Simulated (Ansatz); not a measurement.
AlFH4N2···PH3

```yaml
atoms:
  - { symbol: Al, position_ang: [0.0885, -0.1949, -0.2037] }
  - { symbol: F, position_ang: [0.0909, -0.6646, 1.4142] }
  - { symbol: N, position_ang: [1.6360, -0.1727, -1.0590] }
  - { symbol: H, position_ang: [2.5095, -0.4778, -0.6394] }
  - { symbol: H, position_ang: [1.8012, 0.1818, -1.9967] }
  - { symbol: N, position_ang: [-1.4806, 0.1388, -0.9430] }
  - { symbol: H, position_ang: [-2.3580, 0.1374, -0.4324] }
  - { symbol: H, position_ang: [-1.6531, 0.3023, -1.9294] }
  - { symbol: P, position_ang: [-0.2118, 2.8219, 1.5102] }
  - { symbol: H, position_ang: [0.9734, 3.1045, 2.2592] }
  - { symbol: H, position_ang: [0.5050, 2.7327, 0.2747] }
  - { symbol: H, position_ang: [-0.1257, 1.4219, 1.7641] }
```

The calculation used RKS B3LYP/def2-SVP in Ansatz 0.2.0.

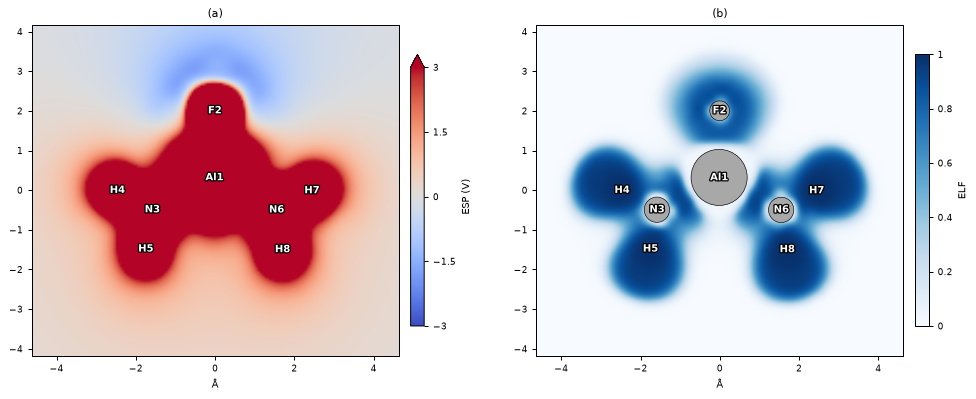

Figure 1. (a) molecular electrostatic potential; (b) electron localisation function on the plane of atoms N3, Al1 and N6. Grey discs cover the atomic cores in the ELF map.

### Interpret the plot.

Atoms in the plane: Al, F, N and H. Al–F (1.68 Å): the ELF peaks at about 0.85 in the valence shell of F, 0.6 Å from its nucleus, and is about 0.30 at the midpoint. Al–N (1.77 Å): the ELF peaks at about 0.90 in the valence shell of N, 0.7 Å from its nucleus, and is about 0.60 at the midpoint. N–H (1.01 Å): the ELF climbs to about 1 towards the hydrogen, as it does in any bond to H: a covalent bond by its length. The ELF also peaks beside F2, away from the bonds: lone-pair regions. Outside the dense part of the complex the potential is most negative (−1.8 V) near F2.

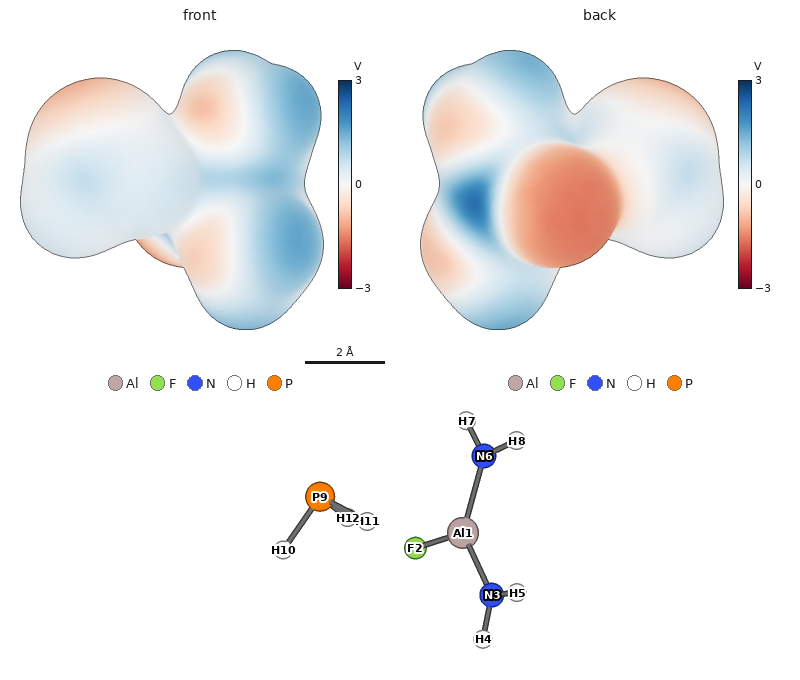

Figure 2. The molecular electrostatic potential painted on the density surface at 0.002 e/bohr³, seen from the front and from behind; the colour scale runs from red (negative) to blue (positive). The bare structure is drawn below in the same view.

### Where is the surface potential most negative and most positive?

The most negative region (about −1.6 V, or −37 kcal/mol for a unit charge) lies over F2, the most positive (about +2.0 V, or +46 kcal/mol for a unit charge) over Al1.

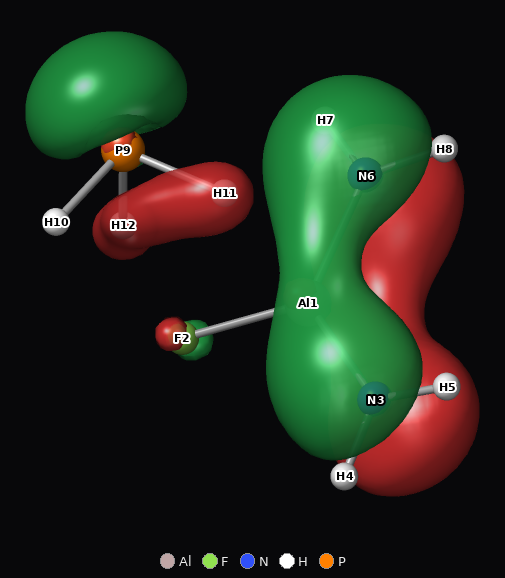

Figure 3. The HOMO−1 at ±0.1 Å⁻³ᐟ² (green and red are the two phases), seen at a tilt.

### Where does this orbital lie, and at what energy?

By Hirshfeld shares it lies mainly on N6 (about 30 %), N3 (about 30 %), Al1 (about 15 %) and P9 (about 15 %); largely a combination of lone pairs on N6, N3 and P9. Its energy is −7.22 eV.
